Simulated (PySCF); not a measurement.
C4H13AlGe, SMILES [CH3][Al]([CH3])[CH2][CH2][GeH3] at its GFN2-xTB optimised geometry (Å):

```
19

Ge     2.9804    -1.3474     0.1532
C      1.0078    -1.3057     0.2232
C      0.4670     0.1174     0.0000
Al    -1.5450     0.1174     0.0000
C     -2.5054    -1.6308    -0.0087
C     -2.5142     1.8567     0.0000
H      3.5743    -0.4442     1.1902
H      3.4779    -0.8430    -1.1667
H      3.5854    -2.7052     0.3578
H      0.6723    -1.6866     1.1911
H      0.6037    -1.9845    -0.5323
H      0.8746     0.7849     0.7736
H      0.8718     0.5090    -0.9455
H     -3.5854    -1.4741     0.0921
H     -2.3604    -2.1971    -0.9352
H     -2.2075    -2.3008     0.8047
H     -1.8494     2.7052    -0.1952
H     -3.0105     2.0626     0.9543
H     -3.3007     1.8875    -0.7616
```

Level of theory: B3LYP/def2-SVP (PySCF).

Map of the deformation density (molecule minus spherical neutral atoms) (e/bohr³) on the plane z = 1.0 Å:

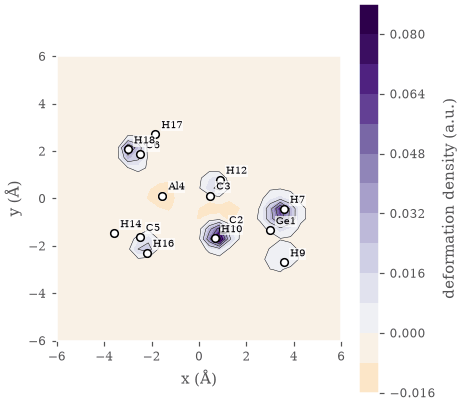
Fig. 1. Deformation density (molecule minus spherical neutral atoms) (e/bohr³) on the plane z = 1.0 Å.
